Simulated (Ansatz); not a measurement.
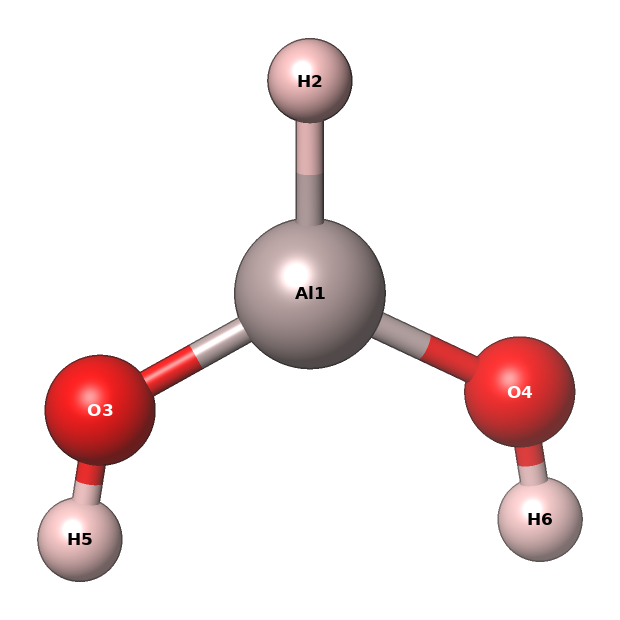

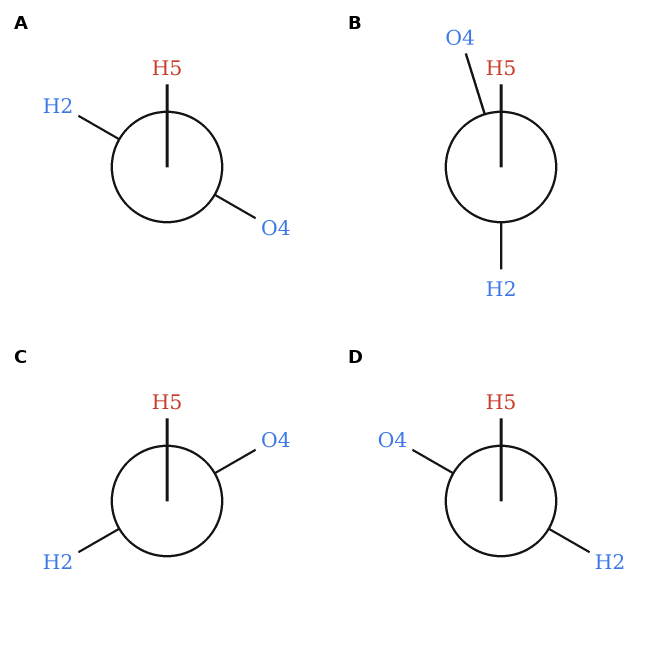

Distant atoms are faded towards the background colour. Bonds that would overlap in a projection are set slightly apart. Computed geometry: PBE0-D4/def2-TZVP optimisation.

Question: Which Newman projection shows the view along O3–Al1, with O3 in front?

Answer: B. The torsion angle H5–O3–Al1–O4 is 0°, synperiplanar (eclipsed).
